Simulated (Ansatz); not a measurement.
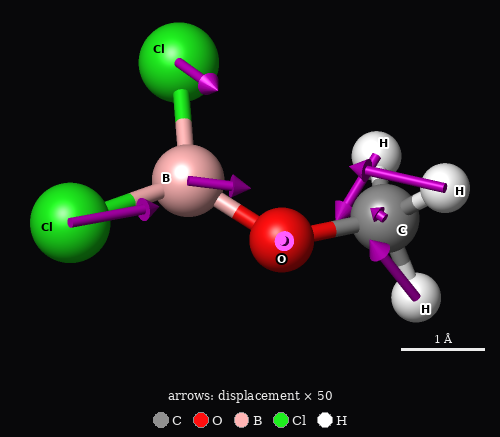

A relaxation of CH3BCl2O. The starting structure is drawn; purple arrows show the displacements, magnified 50 times. The two geometries are superimposed by the best rigid fit.

Style: ball-and-stick. Shown from a free direction.

The start comes from PBE-D4/def2-SVP.

Computed with Ansatz, RKS PBE0-D4/def2-TZVP.

Input
```yaml
crystal:
  periodic: [false, false, false]
  atoms:
    - {symbol: C, position_ang: [-0.174337, -0.648133, 0.941999]}
    - {symbol: O, position_ang: [-0.003875, -0.547715, -0.466660]}
    - {symbol: B, position_ang: [0.215941, 0.580481, -1.161351]}
    - {symbol: Cl, position_ang: [0.382796, 0.456647, -2.914073]}
    - {symbol: Cl, position_ang: [0.344107, 2.175618, -0.386979]}
    - {symbol: H, position_ang: [0.464264, -1.474720, 1.311147]}
    - {symbol: H, position_ang: [0.096960, 0.293798, 1.460082]}
    - {symbol: H, position_ang: [-1.233655, -0.893075, 1.160035]}
basis:
  gaussian: {orbitals: def2-TZVP}
hamiltonian: {xc: pbe0, dispersion: d4}
relax: {f_tol: 0.005, max_steps: 150}
```

Q: What did the optimiser do to the structure, and how much energy did it gain?

A: The largest move after the best rigid fit is that of Cl4, 0.026 Å. Largest moves by element: Cl 0.026 Å, H 0.026 Å, B 0.016 Å, O 0.006 Å, C 0.005 Å. Among the contacts that change: C1–H6 1.108 → 1.090 Å, B3–Cl5 1.778 → 1.763 Å, B3–Cl4 1.765 → 1.752 Å, O2–B3 1.343 → 1.331 Å. Over 5 accepted moves (6 points after the start) the energy falls by 0.63 kcal/mol. Largest force component: 0.54 eV/Å at the start, 0.0046 eV/Å at the end. The line search rejected the trial step at point 3 of the run. The run took roughly 80 core-seconds on a shared host.
